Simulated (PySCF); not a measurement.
# [Nd(H2O)3]3+: forces at shaken geometries

How stiff is [Nd(H2O)3]3+? Its atoms are displaced at random by several amounts. The structure is generated, not taken from experiment.

Method: PBE0, Nd lcecp-1-SVP with ECP49, O def2-SVP, H def2-SVP; scalar-relativistic core potentials, no spin–orbit coupling; program: PySCF 2.14.0.

4 further runs of the same task are left out: 2 for a known fault of the program, 2 that didn't finish.

## Step 1: The starting structure

10 atoms, charge 3, spin multiplicity 1.

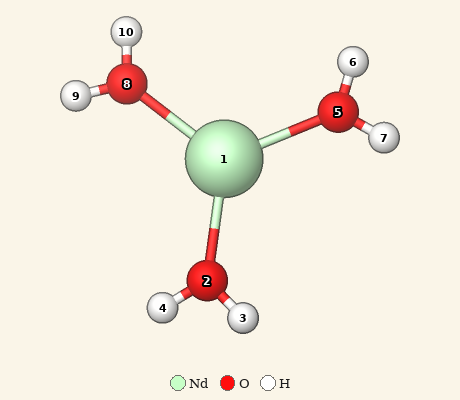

The structure; neodymium light green, oxygen red, hydrogen white; atoms are numbered from 1 in the order of the file.

As a file:

```xyz
10
H6NdO3
Nd    0.0000    0.0000    0.0000
O     2.3218    0.0000    0.0000
H     2.9376    0.7691    0.0659
H     2.9376   -0.7691   -0.0659
O    -1.1609    2.0107    0.0000
H    -2.1349    2.1595    0.0659
H    -0.8028    2.9286   -0.0659
O    -1.1609   -2.0107    0.0000
H    -0.8027   -2.9286    0.0659
H    -2.1348   -2.1595   -0.0659
```

Formal oxidation states: Nd +3. Each metal's 3 4f electrons lie in its core potential, so multiplicities, spins and levels count the valence alone. An earlier session relaxed this geometry at PBE0, Nd lcecp-1-SVP with ECP49, O def2-SVP, H def2-SVP (singlet, point group D3).

Its energy there is -261.725319 Eh.

## Step 2: Atoms moved at random, σ = 0.03 Å

File run.py (the lines that set the calculation):

```python
mol = gto.M(atom='''
Nd     0.00623     0.00220    -0.01619
O      2.30775     0.03504    -0.02156
H      2.99130     0.79842     0.07122
H      2.97710    -0.75053    -0.05716
O     -1.13845     1.99640     0.03840
H     -2.17453     2.14586     0.10284
H     -0.82142     2.93694    -0.09901
O     -1.18175    -2.01475     0.01601
H     -0.79241    -2.94536     0.01391
H     -2.17382    -2.20422    -0.04847''',
    basis={'Nd': 'lcecp-1-SVP', 'O': 'def2-SVP', 'H': 'def2-SVP'},
    ecp={'Nd': 'lcecp-1-SVP'},
    charge=3, spin=0)
mf = dft.RKS(mol, xc='PBE0')
mf.grids.atom_grid = (50, 194)  # f atoms: unpruned, at least (60, 302)
mf = mf.density_fit()  # fitting sets: Nd AutoAux, O def2-universal-JKFIT, H def2-universal-JKFIT
mf.conv_tol = 1e-08; mf.max_cycle = 55
mf.kernel(dm0)  # dm0: the density of the relaxed state
```

The run is started by

```console
> OMP_NUM_THREADS=2 python run.py
```

The log of the run:

```text
init E= -261.524449723672
  HOMO = -0.947430548778765  LUMO = -0.640804632440528  gap/eV = 8.34372
cycle= 1 E= -261.715731089901  delta_E= -0.191  |g|=  0.1  |ddm|= 0.18
  HOMO = -0.895383837141524  LUMO = -0.613814213739288  gap/eV = 7.66190
cycle= 2 E= -261.713323166041  delta_E= 0.00241  |g|= 0.154  |ddm|= 0.151
  HOMO = -0.909676786304345  LUMO = -0.612124351727869  gap/eV = 8.09681
cycle= 3 E= -261.717780352662  delta_E= -0.00446  |g|= 0.00432  |ddm|= 0.0916
  HOMO = -0.910064747548323  LUMO = -0.612483038435899  gap/eV = 8.09761
cycle= 4 E= -261.717783306864  delta_E= -2.95e-06  |g|= 0.0015  |ddm|= 0.00394
  HOMO = -0.909981513239178  LUMO = -0.612608944779486  gap/eV = 8.09192
cycle= 5 E= -261.717783585061  delta_E= -2.78e-07  |g|= 0.000965  |ddm|= 0.00154
  HOMO = -0.91011502488705  LUMO = -0.612608287292261  gap/eV = 8.09557
cycle= 6 E= -261.717783760957  delta_E= -1.76e-07  |g|= 0.000112  |ddm|= 0.000624
  HOMO = -0.910109300517662  LUMO = -0.61259446405521  gap/eV = 8.09579
cycle= 7 E= -261.717783763821  delta_E= -2.86e-09  |g|= 1.57e-05  |ddm|= 0.000131
  HOMO = -0.91010639150795  LUMO = -0.612595496150732  gap/eV = 8.09568
Extra cycle  E= -261.717783763848  delta_E= -2.68e-11  |g|= 1.58e-05  |ddm|= 3.07e-05
converged SCF energy = -261.717783763848
```

It took 4.3 s on 2 threads of Arm Neoverse V1, shared host.

It gives: E = -261.717784 Eh (+0.205 eV from the relaxed state), HOMO -24.77 eV, LUMO -16.67 eV, Mulliken charge on Nd1 +1.99 e, largest force component 2.633 eV/Å. 

```csv
atom,Fx,Fy,Fz (eV/Å)
Nd1,-0.125,-0.186,0.044
O2,2.633,-0.220,0.183
H3,-1.270,-0.921,-0.165
H4,-1.288,1.106,0.000
O5,-2.191,1.030,-0.122
H6,2.188,-0.346,-0.061
H7,-0.083,-0.590,0.150
O8,-0.499,-1.005,-0.207
H9,-0.381,0.863,0.057
H10,1.016,0.270,0.120
```

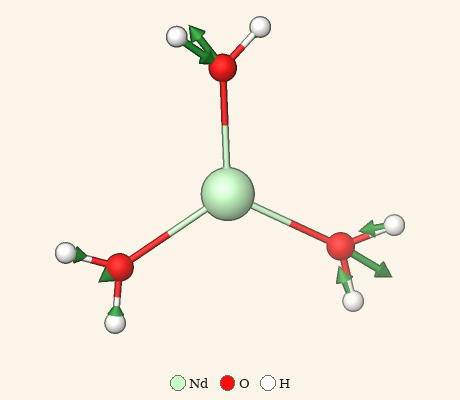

Forces as arrows, the longest for the largest force.

## Step 3: Atoms moved at random, σ = 0.03 Å

File run.py (the lines that set the calculation):

```python
mol = gto.M(atom='''
Nd     0.06567    -0.01953    -0.03598
O      2.30795    -0.02266     0.00514
H      2.93737     0.75343     0.04778
H      2.92700    -0.69859    -0.06580
O     -1.19963     2.02636    -0.01144
H     -2.12739     2.11930     0.07758
H     -0.81422     2.91849    -0.04405
O     -1.14615    -1.99116    -0.02229
H     -0.81126    -2.96275     0.07711
H     -2.13933    -2.12287    -0.02805''',
    basis={'Nd': 'lcecp-1-SVP', 'O': 'def2-SVP', 'H': 'def2-SVP'},
    ecp={'Nd': 'lcecp-1-SVP'},
    charge=3, spin=0)
mf = dft.RKS(mol, xc='PBE0')
mf.grids.atom_grid = (50, 194)  # f atoms: unpruned, at least (60, 302)
mf = mf.density_fit()  # fitting sets: Nd AutoAux, O def2-universal-JKFIT, H def2-universal-JKFIT
mf.conv_tol = 1e-08; mf.max_cycle = 55
mf.kernel(dm0)  # dm0: the density of the relaxed state
```

The run is started by

```console
> OMP_NUM_THREADS=2 python run.py
```

The log of the run:

```text
init E= -261.761927341769
  HOMO = -0.898853746710827  LUMO = -0.614085762865058  gap/eV = 7.74893
cycle= 1 E= -261.711379483776  delta_E= 0.0505  |g|= 0.0833  |ddm|= 0.213
  HOMO = -0.903103510943251  LUMO = -0.618673971659349  gap/eV = 7.73972
cycle= 2 E= -261.710278944092  delta_E= 0.0011  |g|= 0.12  |ddm|= 0.139
  HOMO = -0.908766514200573  LUMO = -0.619128662720737  gap/eV = 7.88145
cycle= 3 E= -261.712960860302  delta_E= -0.00268  |g|= 0.00785  |ddm|= 0.0732
  HOMO = -0.90875393795916  LUMO = -0.619356407982062  gap/eV = 7.87491
cycle= 4 E= -261.712970987277  delta_E= -1.01e-05  |g|= 0.00296  |ddm|= 0.00724
  HOMO = -0.908801302180639  LUMO = -0.619280518833654  gap/eV = 7.87826
cycle= 5 E= -261.712972498142  delta_E= -1.51e-06  |g|= 0.00107  |ddm|= 0.00239
  HOMO = -0.908715993319121  LUMO = -0.619272511643773  gap/eV = 7.87616
cycle= 6 E= -261.712972708224  delta_E= -2.1e-07  |g|= 0.000114  |ddm|= 0.0007
  HOMO = -0.908726238974513  LUMO = -0.619275256971145  gap/eV = 7.87636
cycle= 7 E= -261.712972711549  delta_E= -3.32e-09  |g|= 1.94e-05  |ddm|= 0.000143
  HOMO = -0.908724995634568  LUMO = -0.619275820759492  gap/eV = 7.87631
Extra cycle  E= -261.712972711565  delta_E= -1.68e-11  |g|= 2.11e-05  |ddm|= 3.57e-05
converged SCF energy = -261.712972711565
```

It took 4.3 s on 2 threads of Arm Neoverse V1, shared host.

It gives: E = -261.712973 Eh (+0.336 eV from the relaxed state), HOMO -24.73 eV, LUMO -16.85 eV, Mulliken charge on Nd1 +2.00 e, largest force component 3.404 eV/Å. 

```csv
atom,Fx,Fy,Fz (eV/Å)
Nd1,-1.302,0.383,-0.035
O2,-1.045,3.404,0.228
H3,-0.467,-0.041,0.052
H4,2.432,-3.335,-0.287
O5,2.966,-1.552,-0.171
H6,-2.513,0.532,0.205
H7,-0.124,0.611,-0.024
O8,-0.018,-1.755,0.309
H9,-0.522,1.623,-0.221
H10,0.593,0.130,-0.057
```

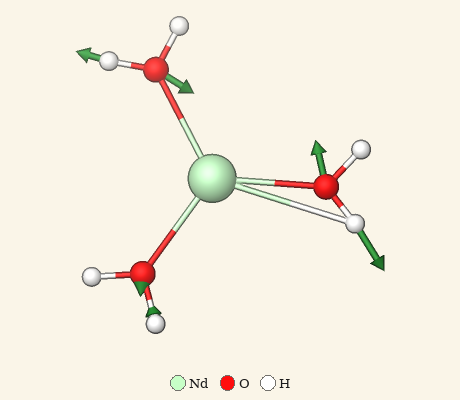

Forces as arrows, the longest for the largest force.

## Step 4: Atoms moved at random, σ = 0.15 Å

File run.py (the lines that set the calculation):

```python
mol = gto.M(atom='''
Nd    -0.01049    -0.10286     0.03669
O      2.26162    -0.04220     0.13212
H      2.89637     0.70882     0.12777
H      2.84155    -0.58981    -0.28752
O     -1.15851     2.24306     0.02657
H     -1.96726     2.31303     0.04025
H     -0.79652     2.74632    -0.01422
O     -0.99645    -2.11368    -0.04402
H     -0.74182    -3.23894     0.03170
H     -2.32848    -1.92372    -0.04934''',
    basis={'Nd': 'lcecp-1-SVP', 'O': 'def2-SVP', 'H': 'def2-SVP'},
    ecp={'Nd': 'lcecp-1-SVP'},
    charge=3, spin=0)
mf = dft.RKS(mol, xc='PBE0')
mf.grids.atom_grid = (50, 194)  # f atoms: unpruned, at least (60, 302)
mf = mf.density_fit()  # fitting sets: Nd AutoAux, O def2-universal-JKFIT, H def2-universal-JKFIT
mf.conv_tol = 1e-08; mf.max_cycle = 55
mf.kernel(dm0)  # dm0: the density of the relaxed state
```

The run is started by

```console
> OMP_NUM_THREADS=2 python run.py
```

The log of the run:

```text
init E= -261.147498055121
  HOMO = -0.907739387447858  LUMO = -0.6962571582431  gap/eV = 5.75472
cycle= 1 E= -261.227878372548  delta_E= -0.0804  |g|= 0.529  |ddm|= 1.06
  HOMO = -0.762322745636872  LUMO = -0.624580584962654  gap/eV = 3.74816
cycle= 2 E= -261.013047509497  delta_E= 0.215  |g|= 1.14  |ddm|= 1.05
  HOMO = -0.907568267185139  LUMO = -0.616814172508258  gap/eV = 7.91182
cycle= 3 E= -261.288343933443  delta_E= -0.275  |g|= 0.0526  |ddm|= 0.734
  HOMO = -0.903046363452385  LUMO = -0.625689068437723  gap/eV = 7.54728
cycle= 4 E= -261.28891291303  delta_E= -0.000569  |g|= 0.0166  |ddm|= 0.0592
  HOMO = -0.905201349393246  LUMO = -0.625048043920527  gap/eV = 7.62336
cycle= 5 E= -261.288950590749  delta_E= -3.77e-05  |g|= 0.00865  |ddm|= 0.0148
  HOMO = -0.904168881338797  LUMO = -0.624828166008307  gap/eV = 7.60125
cycle= 6 E= -261.288964018569  delta_E= -1.34e-05  |g|= 0.0011  |ddm|= 0.00595
  HOMO = -0.90408755994666  LUMO = -0.624850078502509  gap/eV = 7.59844
cycle= 7 E= -261.28896424667  delta_E= -2.28e-07  |g|= 0.000462  |ddm|= 0.0011
  HOMO = -0.904180299527214  LUMO = -0.624841911933431  gap/eV = 7.60118
cycle= 8 E= -261.288964286417  delta_E= -3.97e-08  |g|= 0.000118  |ddm|= 0.000384
  HOMO = -0.904154557332273  LUMO = -0.6248469643167  gap/eV = 7.60035
cycle= 9 E= -261.288964289337  delta_E= -2.92e-09  |g|= 2.15e-05  |ddm|= 0.000113
  HOMO = -0.9041584867077  LUMO = -0.624847133891255  gap/eV = 7.60045
Extra cycle  E= -261.288964289243  delta_E= 9.44e-11  |g|= 3.23e-05  |ddm|= 3.8e-05
converged SCF energy = -261.288964289243
```

Wall time 4.5 s (2 threads of Arm Neoverse V1, shared host).

Result: E = -261.288964 Eh (+11.874 eV from the relaxed state), HOMO -24.60 eV, LUMO -17.00 eV, Mulliken charge on Nd1 +2.00 e, largest force component 61.130 eV/Å. 

```csv
atom,Fx,Fy,Fz (eV/Å)
Nd1,-0.476,0.744,0.158
O2,-2.200,3.351,1.286
H3,-0.243,0.981,0.778
H4,3.017,-4.328,-2.244
O5,-26.335,-61.130,4.396
H6,-14.154,2.059,0.236
H7,40.794,58.258,-4.640
O8,-4.044,-2.135,0.364
H9,-1.424,4.000,-0.325
H10,5.065,-1.800,-0.007
```

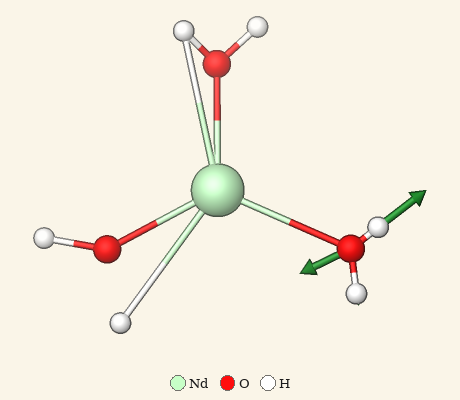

Forces as arrows, the longest for the largest force.

## Step 5: Results

| σ (Å) | energy rise (eV) | harmonic estimate −½ F·u (eV) | largest force component (eV/Å) |
| --- | --- | --- | --- |
| 0.03 | 0.205 | 0.199 | 2.63 |
| 0.03 | 0.336 | 0.345 | 3.40 |
| 0.15 | 11.874 | 15.235 | 61.13 |

Every displacement raises the energy. For a harmonic well the rise equals −½ F·u; the two differ by at most 28 % here (a move with σ = 0.15 Å), from anharmonicity, the grid and the small forces left at the relaxed point. These are double-zeta-type bases without diffuse functions. Spin–orbit coupling is left out.
